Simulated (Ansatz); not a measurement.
# BH3F− (SMILES [H][B-]([H])([H])F) at 6 levels

Wanted: a comparison of 6 runs (HF/STO-3G, SVWN5/STO-3G, UB3LYP/STO-3G, CCSDTQ/STO-3G, CCSD(T)/STO-3G, FCI/STO-3G) of BH3F−. 

The calculation is run with Ansatz 0.2.0.

3 further runs of the same task are left out: 2 that didn't finish, 1 set aside as unsound or not needed.

**1. The system as given**

BH3F− has 5 atoms, charge -1, and is taken as a singlet. As SMILES, `[H][B-]([H])([H])F`. The H5–B1 distance was set to 1.839 Å, away from the relaxed value. At this shape a bond of the SMILES string is far longer than usual.

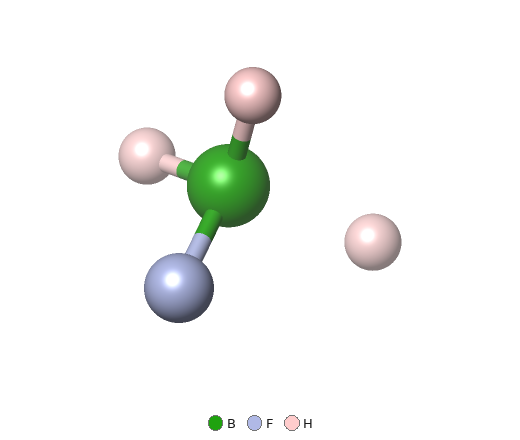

Viewed from a chosen angle; boron green, fluorine light blue, hydrogen pink.

**2. The energy at HF/STO-3G (run 1)**

Contents of input.yaml:

```yaml
basis:
  gaussian:
    orbitals: STO-3G
crystal:
  periodic: [false, false, false]
  atoms:
    - {symbol: B, position_ang: [0.290324, 0.502459, 0.141165]}
    - {symbol: F, position_ang: [0.303174, 0.481159, 1.587525]}
    - {symbol: H, position_ang: [1.450744, 0.513819, -0.255975]}
    - {symbol: H, position_ang: [-0.299876, 1.514749, -0.225845]}
    - {symbol: H, position_ang: [-0.581670, -1.003790, -0.453700]}
total_charge: -1
accuracy: high
magnetization:
  spin_polarized: false
hamiltonian:
  xc: hf
```

Started as:

```
$ ansatz run input.yaml --threads 1 --pin off --max-ram 2610MiB --events-out events.jsonl --progress --plain --runs-dir runs
```

The program printed:

```text
Warning: RAYON_NUM_THREADS=1 ignored (pool sized by the plan → 1); use --threads N
Functional definition: HF
  name "HF"
  exchange = exact_x
  correlation = 0
207 factors; integrals over basis functions are off by at most 1.1e-8 eV
mean field evaluation 1: about -3370.8006 eV, gradient 1.7e1 eV
mean field evaluation 2: about -3370.8567 eV, gradient 1.7e1 eV
mean field evaluation 4: about -3372.6313 eV, gradient 1.2e0 eV
mean field evaluation 8: about -3372.6348 eV, gradient 4.3e-4 eV
mean field -3372.63479497 eV, -123.9420426611 hartree, gradient 1.1e-8 eV, S^2 0.000000; 0 other end points of the search recorded, 0 dependent functions left out
reference -3372.63479497 eV, -123.9420426611 hartree; 9, 9 occupied and 4, 4 virtual orbitals, 207 factors
Total energy: -3372.63479497 eV, -123.9420426611 hartree
```

Wall time 0.06 s (1 thread of Arm Neoverse V1, shared host).

**3. The energy at SVWN5/STO-3G (run 2)**

input.yaml, as its differences from that of step 2:

```diff
@@ -1,4 +1 @@
-basis:
-  gaussian:
-    orbitals: STO-3G
 crystal:
@@ -11,7 +8,6 @@
     - {symbol: H, position_ang: [-0.581670, -1.003790, -0.453700]}
+basis:
+  gaussian: {orbitals: STO-3G}
 total_charge: -1
+hamiltonian: {xc: {name: SVWN5}}
 accuracy: high
-magnetization:
-  spin_polarized: false
-hamiltonian:
-  xc: hf
```

Started as:

```
$ ansatz run input.yaml --threads 1 --pin off --max-ram 2610MiB --events-out events.jsonl --progress --plain --runs-dir runs
```

The program printed:

```text
Warning: RAYON_NUM_THREADS=1 ignored (pool sized by the plan → 1); use --threads N
Functional definition: SVWN5
  name "SVWN5"
  exchange = slater_x
  correlation = vwn5_c
207 factors; integrals over basis functions are off by at most 1.1e-8 eV
mean field evaluation 1: about -3340.0488 eV, gradient 9.1e1 eV
mean field evaluation 2: about -3347.1924 eV, gradient 5.0e1 eV
mean field evaluation 4: about -3362.0907 eV, gradient 1.4e1 eV
mean field evaluation 8: about -3362.8269 eV, gradient 6.1e-2 eV
mean field evaluation 16: about -3362.8269 eV, gradient 1.7e-6 eV
mean field -3362.82691348 eV, -123.5816096645 hartree, gradient 7.4e-8 eV, S^2 0.000000; 0 other end points of the search recorded, 0 dependent functions left out
reference -3362.82691492 eV, -123.5816097175 hartree; 9, 9 occupied and 4, 4 virtual orbitals, 207 factors
Total energy: -3362.82691492 eV, -123.5816097175 hartree
```

Wall time 0.48 s (1 thread of Arm Neoverse V1, shared host).

Run 3 isn't shown in full; the table further down has it.

**4. A single-point energy at CCSDTQ/STO-3G (run 4)**

Contents of input.yaml:

```yaml
crystal:
  periodic: [false, false, false]
  atoms:
    - symbol: B
      position_ang: [0.290324, 0.502459, 0.141165]
    - symbol: F
      position_ang: [0.303174, 0.481159, 1.587525]
    - symbol: H
      position_ang: [1.450744, 0.513819, -0.255975]
    - symbol: H
      position_ang: [-0.299876, 1.514749, -0.225845]
    - symbol: H
      position_ang: [-0.581670, -1.003790, -0.453700]
basis:
  gaussian: {orbitals: STO-3G}
total_charge: -1
correlation: {method: ccsdtq, frozen_orbitals: {B: 1, F: 1, H: 0}}
accuracy: high
scf: {omitted_lower_state_checks: [cluster_reference, increment]}
```

Started as:

```
$ ansatz run input.yaml --threads 1 --pin off --max-ram 2610MiB --events-out events.jsonl --progress --plain --runs-dir runs
```

The program printed:

```text
Warning: RAYON_NUM_THREADS=1 ignored (pool sized by the plan → 1); use --threads N
[... 11 lines left out ...]
2 core orbitals not correlated: weight in the atoms' cores, before any rotation towards them, 1.000 or more for the frozen orbitals, at most 0.000 for the correlated occupied ones
[... 30 lines left out ...]
Total energy: -3375.34629798 eV, -124.0416885590 hartree
Checks for a lower state left out: cluster_reference, increment
```

It took 3 s on 1 thread of Arm Neoverse V1, shared host; peak memory 0.1 GiB.

Run 5 isn't shown in full; the table further down has it.

**5. A single-point energy at FCI/STO-3G (run 6)**

Contents of in.yaml:

```yaml
crystal:
  periodic: [false, false, false]
  atoms:
    - {symbol: B, position_ang: [0.290324, 0.502459, 0.141165]}
    - {symbol: F, position_ang: [0.303174, 0.481159, 1.587525]}
    - {symbol: H, position_ang: [1.450744, 0.513819, -0.255975]}
    - {symbol: H, position_ang: [-0.299876, 1.514749, -0.225845]}
    - {symbol: H, position_ang: [-0.581670, -1.003790, -0.453700]}
basis:
  gaussian:
    orbitals: STO-3G
total_charge: -1
accuracy: high
correlation:
  method: fci
  frozen_orbitals: {B: 1, F: 1, H: 0}
```

Started as:

```
$ ansatz run in.yaml --threads 1 --pin off --max-ram 2610MiB --events-out events.jsonl --progress --plain --runs-dir runs
```

The program printed:

```text
Warning: RAYON_NUM_THREADS=1 ignored (pool sized by the plan → 1); use --threads N
[... 4 set-up lines as earlier in the session ...]
207 factors; integrals over basis functions are off by at most 1.1e-8 eV
mean field evaluation 1: about -3370.8006 eV, gradient 1.7e1 eV
mean field evaluation 2: about -3370.8567 eV, gradient 1.7e1 eV
mean field evaluation 4: about -3372.6313 eV, gradient 1.2e0 eV
mean field evaluation 8: about -3372.6348 eV, gradient 4.3e-4 eV
mean field -3372.63479497 eV, -123.9420426611 hartree, gradient 1.1e-8 eV, S^2 0.000000; 0 other end points of the search recorded, 0 dependent functions left out
2 core orbitals not correlated: weight in the atoms' cores, before any rotation towards them, 1.000 or more for the frozen orbitals, at most 0.000 for the correlated occupied ones
reference -3372.63479497 eV, -123.9420426611 hartree; 7, 7 occupied and 4, 4 virtual orbitals, 207 factors
state -3375.34602619 eV, -124.0416785709 hartree
Total energy: -3375.34602619 eV, -124.0416785709 hartree
```

Run time: 0.5 s. Hardware: 1 thread of Arm Neoverse V1, shared host.

**6. The series**

```
run           level  frozen core orbitals  energy (Eh)  wall time
  1       HF/STO-3G                     –  -123.942043     0.06 s
  2    SVWN5/STO-3G                     –  -123.581610     0.48 s
  3   UB3LYP/STO-3G                     –  -124.575122      1.2 s
  4   CCSDTQ/STO-3G                     2  -124.041689        3 s
  5  CCSD(T)/STO-3G                     2  -124.041362      0.1 s
  6      FCI/STO-3G                     2  -124.041679      0.5 s
```

**7. What came out**

```
                                          quantity          value
                               run 6: total energy  -124.04168 Eh
run 6: correlation energy (2 core orbitals frozen)      -99.6 mEh
```

What this shows: Against full CI in this basis: HF +99.6 mEh; CCSDTQ -0.0 mEh; CCSD(T) +0.3 mEh. Totals of different functionals can't be ranked against each other. In runs 1, 2, 3, 4, 5, 6 the basis is minimal, so the values are rough. All runs together took 5.3 s, the longest 3 s.
